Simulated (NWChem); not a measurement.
# H3MgN (SMILES [NH2][MgH]): a first try and a second

Wanted: the excited states of H3MgN, TDA-PBE-D3(BJ)/cc-pVTZ-DK (ZORA, density fitting with ahlrichs coulomb fitting).

The calculation is run with NWChem 7.3.0.

**1. Starting point**

H3MgN: 5 atoms, total charge 0, spin state singlet. As SMILES, `[NH2][MgH]`. The coordinates come from a PBE0-D4/def2-TZVP relaxation.

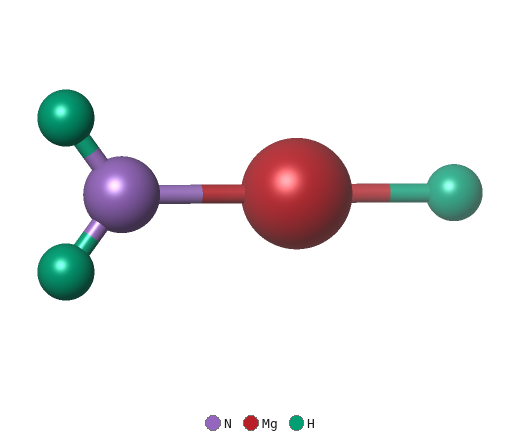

The structure, seen from a chosen angle (nitrogen purple, magnesium red, hydrogen teal).

**2. Try one**

Contents of geom.nw:

```
start geom
title "H3MgN PBE"
memory total 2200 mb

geometry units angstroms noautoz
  N     -0.186700    -0.836100     0.120700
  Mg     0.247800     0.979200    -0.164300
  H     -0.873300    -1.376600    -0.384500
  H      0.223400    -1.451800     0.807300
  H      0.638700     2.611700    -0.420500
end

basis spherical
  N library cc-pVTZ-DK
  Mg library cc-pVTZ-DK
  H library cc-pVTZ-DK
end

basis "cd basis" spherical
  N library "ahlrichs coulomb fitting"
  Mg library "ahlrichs coulomb fitting"
  H library "ahlrichs coulomb fitting"
end

relativistic
  zora on
end

dft
  xc bp86
  disp vdw 4
  grid fine
  iterations 100
  mulliken
  print low
end

tddft
  cis
  nroots 2
  notriplet
end

task tddft
```

Started as:

```
$ nwchem geom.nw > geom.out
```

The program printed:

```text
Northwest Computational Chemistry Package (NWChem) 7.3.0
             --------------------------------------------------------

           Job information
           ---------------

    nwchem branch   = 7.3.0
    use scalapack   = T
    input           = geom.nw
    prefix          = geom.
    data base       = ./geom.db
    status          = startup
    nproc           =        1

           Memory information
           ------------------

    heap     =     72089600 doubles =      550.0 Mbytes
    stack    =     72089597 doubles =      550.0 Mbytes
    global   =    144179200 doubles =     1100.0 Mbytes (distinct from heap & stack)
    total    =    288358397 doubles =     2200.0 Mbytes
    verify   = yes
    hardfail = no

           Directory information
           ---------------------

  0 permanent = .
  0 scratch   = .

[... 33 lines left out ...]
            Nuclear Dipole moment (a.u.)
[... 219 lines left out ...]
 [cam-s12g  ],
 [cam-s12h  ],
 [becke86b  ],
 [xperdew86 ],
 [xmvs15    ],
 [cvpbe09   ],
 [mvs       ],
 [hle16     ],
 [scan      ],
 [scanl     ],
 [scan0     ],
 [lb94      ],
 [rscan     ],
 [xncap     ],
 [ncap      ],
 [r2scan    ],
 [r2scanl   ],
 [xscan     ],
 [cscan     ],
 [hcth147@tz],
 [wb97      ],
 [wb97x     ],
 [wb97x-d3  ],
 [xr2scan   ],
 [cr2scan   ],
 [r2scan0   ],
 [ncapr     ],
 ------------------------------------------------------------------------
 xc_input: invalid format                   0
 ------------------------------------------------------------------------
 ------------------------------------------------------------------------
  current input line :
    30:   xc bp86
 ------------------------------------------------------------------------
 ------------------------------------------------------------------------
 There is an error in the input file
 ------------------------------------------------------------------------

0:xc_input: invalid format:Received an Error in Communication
  Errorcode: -1
```

Wall time 0.58 s (1 thread of Intel Xeon Platinum 8488C (Sapphire Rapids), shared host); peak memory 0.071 GiB.

**3. What went wrong**

The program broke off before the end.

The log says `There is an error in the input file`. Cause: the input names a functional that the program doesn't know.

**4. The mended input**

Contents of geom.nw:

```
start geom
title "H3MgN PBE"
memory 2200 mb
charge 0

geometry noautoz
  N       -0.186700      -0.836100       0.120700
  Mg       0.247800       0.979200      -0.164300
  H       -0.873300      -1.376600      -0.384500
  H        0.223400      -1.451800       0.807300
  H        0.638700       2.611700      -0.420500
end

basis "ao basis" spherical
  * library cc-pVTZ-DK
end

basis "cd basis" spherical
  * library "ahlrichs coulomb fitting"
end

relativistic
  zora on
end

dft
  xc xpbe96 cpbe96
  disp vdw 4
  grid fine
  mulliken
end

tddft
  cis
  nroots 2
  notriplet
end

task tddft energy
```

Started as:

```
$ nwchem geom.nw > geom.out
```

The program printed:

```text
Northwest Computational Chemistry Package (NWChem) 7.3.0
             --------------------------------------------------------

           Job information
           ---------------

    nwchem branch   = 7.3.0
    use scalapack   = T
    input           = geom.nw
    prefix          = geom.
    data base       = ./geom.db
    status          = startup
    nproc           =        1

           Memory information
           ------------------

    heap     =     72089600 doubles =      550.0 Mbytes
    stack    =     72089597 doubles =      550.0 Mbytes
    global   =    144179200 doubles =     1100.0 Mbytes (distinct from heap & stack)
    total    =    288358397 doubles =     2200.0 Mbytes
    verify   = yes
    hardfail = no

           Directory information
           ---------------------

  0 permanent = .
  0 scratch   = .

[... 165 lines left out ...]
          Convergence on energy requested:  1.00D-06
[... 21 lines left out ...]
          Spatial weights used:  Erf1
[... 4 lines left out ...]
          total energy or number of iterations.
[... 38 lines left out ...]
 dft_zora_read: failed to open./geom.zora_sf
[... 20 lines left out ...]
 1-e energy   =    -435.842807
[... 81 lines left out ...]
         Total DFT energy =     -256.948718664662
[... 2 lines left out ...]
    Exchange-Corr. energy =      -24.378238860738
[... 1163 lines left out ...]
  Convergence criterion met
[... 11 lines left out ...]
     Magnetic Dipole                               0.0000001391
[... 20 lines left out ...]
     Magnetic Dipole                               0.0000001057
[... 2 lines left out ...]
          sigma_e =   2.6585 Angstrom
          sigma_h =   1.1530 Angstrom
         |d_h->e| =   1.9820 Angstrom
            d_exc =   3.5098 Angstrom
            d_CD1 =   3.4875 Angstrom
            d_CD2 =   0.0762 Angstrom
            d_CD3 =   5.4918 Angstrom
     Pearson C.C. =   0.0011

     Occ.   11  b1  ---  Virt.   13  b2       0.99992

              Target root =      1
          Target symmetry = none
      Ground state energy =   -256.948718664662
        Excitation energy =      0.138076242123

  stored tddft:energy   -256.81064242253905

 Task  times  cpu:       18.1s     wall:       18.1s
 Total times  cpu:       18.2s     wall:       18.2s
```

It took 19 s on 1 thread of Intel Xeon Platinum 8488C (Sapphire Rapids), shared host; peak memory 0.12 GiB.

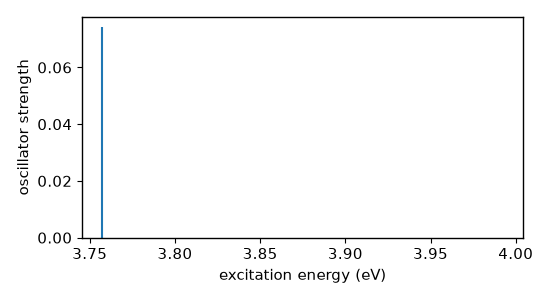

Vertical excitations as sticks.

The roots found:

| excited state | energy (eV) | strength | label |
| --- | --- | --- | --- |
| 1 | 3.757 | 0.0742 | singlet b1 |
| 2 | 3.993 | 0.0000 | singlet a2 |

**5. What came out**

Level: TDA-PBE-D3(BJ)/cc-pVTZ-DK (ZORA, density fitting with ahlrichs coulomb fitting).

```
                                               quantity          value
                      ground-state or mean-field energy  -256.94872 Eh
dipole moment (of the density that the program reports)         0.95 D
                   HOMO energy (PBE Kohn–Sham orbitals)       -4.85 eV
                   LUMO energy (PBE Kohn–Sham orbitals)       -1.18 eV
                 HOMO–LUMO gap (PBE Kohn–Sham orbitals)        3.66 eV
                                      dispersion energy   -4.99 kJ/mol
                       lowest singlet excitation energy        3.76 eV
```

The brightest of the 2 transitions from the ground state lies at 3.76 eV (330 nm, f = 0.074).
